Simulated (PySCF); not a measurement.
C$_{2}$H$_{14}$N$_{2}$Si$_{4}$

```xyz
22

Si   -2.3641   -1.6954    0.3200
N    -1.5419   -0.1722    0.0892
Si   -2.3089    1.3892    0.2696
C    -0.1026   -0.2895   -0.1883
C     0.7990   -0.1141    1.0491
Si    2.5902   -0.0082    0.4539
N     2.3032    0.7186   -1.1095
Si    0.6270    0.8184   -1.5697
H    -2.2969   -2.5279   -0.9235
H    -3.7907   -1.4296    0.6633
H    -1.7223   -2.4954    1.4127
H    -3.5895    1.1809    1.0055
H    -2.6173    2.0512   -1.0376
H    -1.4282    2.3176    1.0446
H     0.0850   -1.3072   -0.5893
H     0.5551    0.8390    1.5500
H     0.6309   -0.9158    1.7871
H     3.4520    0.8336    1.3412
H     3.2405   -1.3557    0.3586
H     3.0553    1.0241   -1.7167
H     0.0701    2.2085   -1.5167
H     0.3570    0.2810   -2.9386
```

Geometry: PBE0-D3(BJ)/def2-SVP.

Method: PBE0/def2-SVPD, SCF density, gas phase (PySCF).

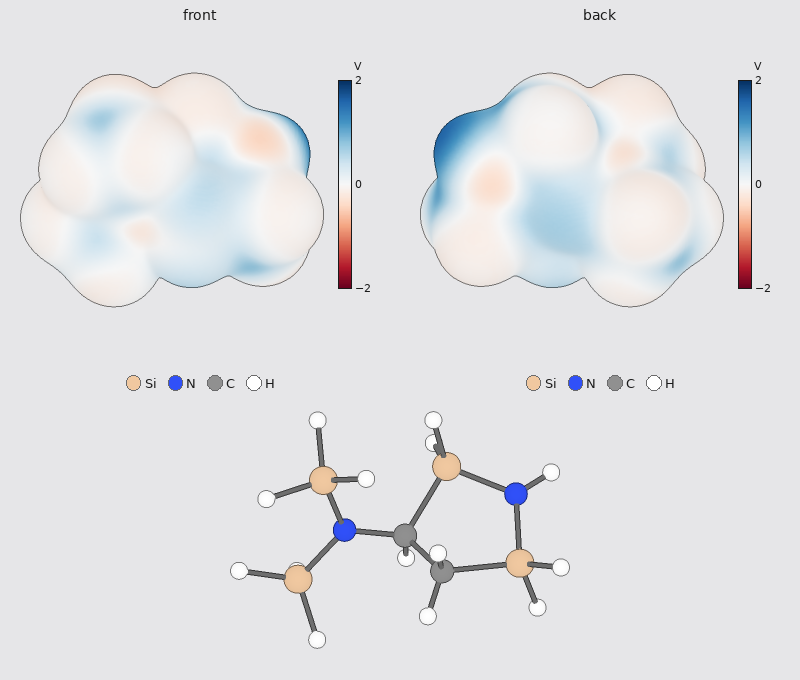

Figure 1. The molecular electrostatic potential painted on the density surface at 0.001 e/bohr³, seen from the front and from behind; red is negative and blue positive. The bare structure is drawn below in the same view.

### Which sites attract a positive test charge, and which a negative one?

A positive charge is drawn to the negative regions and a negative charge to the positive ones. The most negative region (about −0.4 V) lies over N7, the most positive (about +1.5 V) over H20.

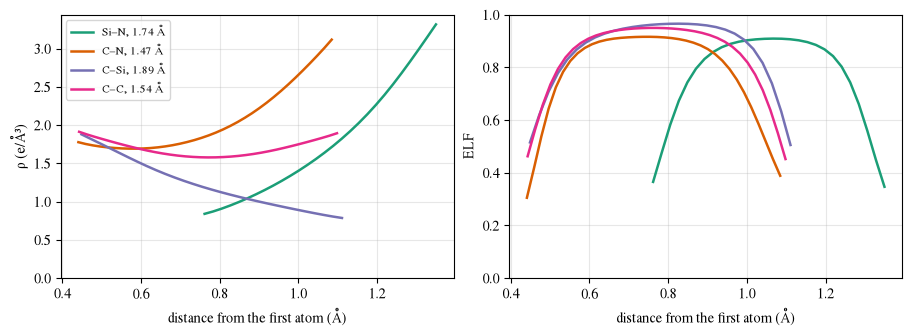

Figure 2. Electron density and ELF along straight lines between neighbouring atoms. The curves leave out the atomic cores.

### What kind of bonding do the profiles show?

Si–N (1.74 Å): the density is about 1 e/Å³ at the midpoint; the ELF peaks at about 0.90 between the atoms; a polar covalent bond.
C–N (1.47 Å): ρ is about 1.8 e/Å³ halfway; the ELF peaks at about 0.90 between the atoms (a covalent bond).
C–Si (1.89 Å): ρ at the midpoint is about 0.95 e/Å³; the ELF peaks at about 0.95 between the atoms (a shared electron pair).
C–C (1.54 Å): the density is about 1.6 e/Å³ at the midpoint; the ELF peaks at about 0.95 between the atoms, as expected for localised, covalent bonding.
